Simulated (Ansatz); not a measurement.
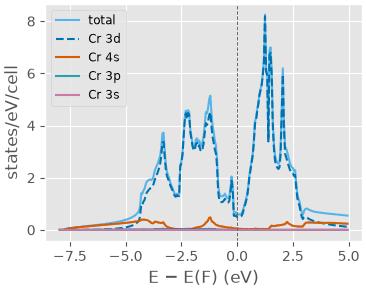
Fig. 1. Total and projected density of states of Cr (bcc (W type), space group No. 229), PBE (plane waves, PAW; program Ansatz)

Q: Which orbitals carry the states next to the Fermi level?

A: Within 0.5 eV of the Fermi level: Cr 3d 88 %, Cr 4s 5 %, outside the projected shells 6 %. Projections are on Löwdin-orthogonalised atomic valence shells; empty p or d shells of many metals are not among them.

Q: Where is the tallest occupied peak in this window, and what makes it?

A: Near -1.2 eV, about 5.1 states/eV per cell; the largest projected share is Cr 3d.

Space group Im-3m (bcc (W type)). Symmetry was held in the PBE relaxation, as lowered by the spin order. Spin order of the final state: antiferromagnetic, chosen from 3 collinear starts compared on coarse meshes (ties went to the first, and starts can fall back to one state), not a proven ground state. Textbook magnetic order: a spin-density-wave antiferromagnet.

Potentials: the later of the program's two PAW sets.
